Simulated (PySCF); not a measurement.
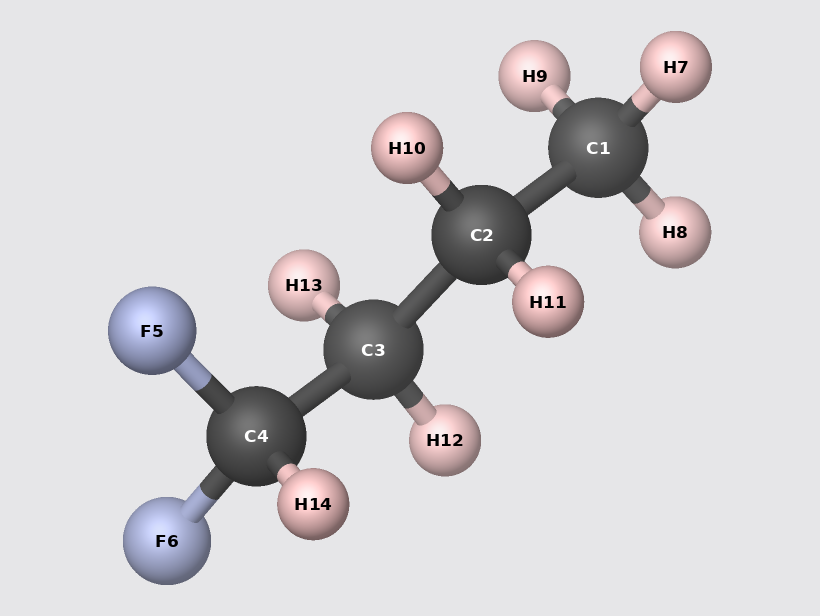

The computed structure is the end point of a PBE0-D3(BJ)/def2-TZVP optimisation. No frequency run is at hand to confirm it as a minimum. Method: GIAO ωB97X-D/pcSseg-2 NMR shielding, non-relativistic, gas phase (PySCF 2.14.0), and the same with a continuum solvent (IEF-PCM, Bondi radii x 1.2, gas-phase geometry).

How do dipole (D), HOMO–LUMO gap (eV), σ(F6) (ppm), σ(F5) (ppm), σ(H14) (ppm) change in chloroform (ε = 4.7)?

| medium | dipole (D) | HOMO–LUMO gap (eV) | σ(F6) (ppm) | σ(F5) (ppm) | σ(H14) (ppm) |
| --- | --- | --- | --- | --- | --- |
| gas phase | 2.42 | 13.57 | 305.1 | 311.9 | 25.90 |
| chloroform | 2.75 | 13.74 | 309.8 | 316.4 | 25.69 |
